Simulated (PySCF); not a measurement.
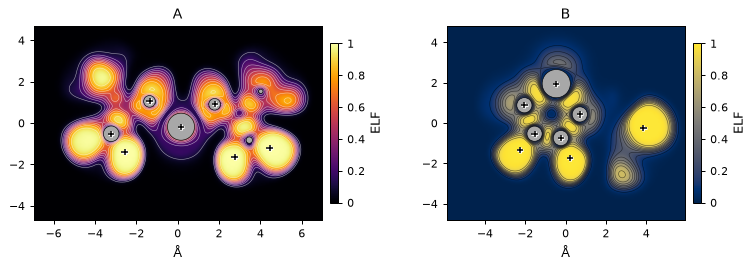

The electron localisation function of 2 systems, each on a plane through atoms (crosses mark nuclei in the plane; grey discs cover the cores).

These are results of CAM-B3LYP/def2-SVPD, SCF density, gas phase (PySCF 2.14.0), not measurements.

System 1: C6H14Cl2O2Sn (SnCl2(OiPr)2), the plane of atoms O4, Sn1 and O15. Geometry: PBE0-D3(BJ)/def2-SVP; core potentials replace the inner electrons of Sn.

```xyz
25

Sn    0.3629   -0.0143    0.3756
Cl    0.4014   -0.0747    2.7114
Cl    2.5731    0.0549   -0.3790
O    -0.6806    1.5398   -0.1866
C    -0.6686    2.7551    0.5565
C    -1.6384    3.6857   -0.1447
C     0.7308    3.3354    0.6548
H    -1.0418    2.5598    1.5809
H    -1.2908    3.8934   -1.1685
H    -1.7254    4.6387    0.3986
H    -2.6337    3.2238   -0.2063
H     1.4093    2.6632    1.2062
H     1.1510    3.5010   -0.3492
H     0.7210    4.2954    1.1927
O    -0.4643   -1.5953   -0.4238
C     0.3300   -2.7321   -0.7521
C    -0.5791   -3.6790   -1.5086
C     0.9334   -3.3590    0.4917
H     1.1552   -2.4219   -1.4226
H    -1.4122   -4.0009   -0.8653
H    -0.0228   -4.5688   -1.8392
H    -0.9995   -3.1777   -2.3918
H     1.6191   -2.6600    0.9994
H     0.1425   -3.6425    1.2031
H     1.5176   -4.2562    0.2372
```

System 2: C4H11GeNSi (SMILES [GeH3][NH][C@H]1C=CC[SiH2]1), the plane of atoms C3, C4 and C5. Geometry: GFN2-xTB.

```csv
atom,x (Å),y (Å),z (Å)
Ge,-2.9172,-0.5987,-0.2093
N,-1.4096,-0.0555,0.6283
C,-0.0929,-0.5346,0.2162
C,0.4318,0.1883,-0.9944
C,1.5887,0.8221,-0.9161
C,2.3650,0.7674,0.3666
Si,1.2667,-0.2587,1.5446
H,-4.0475,-0.0217,0.5782
H,-2.8979,-2.0915,-0.1358
H,-3.0973,-0.2124,-1.6602
H,-1.3696,0.9280,0.8599
H,-0.2216,-1.5961,-0.0284
H,-0.1885,0.1924,-1.8822
H,2.0073,1.3763,-1.7452
H,3.3392,0.3090,0.1880
H,2.5695,1.7790,0.7223
H,1.8998,-1.5043,1.9810
H,0.7652,0.5173,2.6806
```

**Which map belongs to which system?**

Panel A is system 1, C6H14Cl2O2Sn: the plane holds Sn, O, H and C. Sn–O (1.95 Å): the ELF peaks at about 0.80 in the valence shell of O, 0.6 Å from its nucleus, and drops to about 0.15 between the two atoms. Panel B is system 2, C4H11GeNSi: the plane holds C, Si and H. C–C (1.32 Å): the ELF peaks at about 0.95 between the atoms; a short, multiple covalent bond.
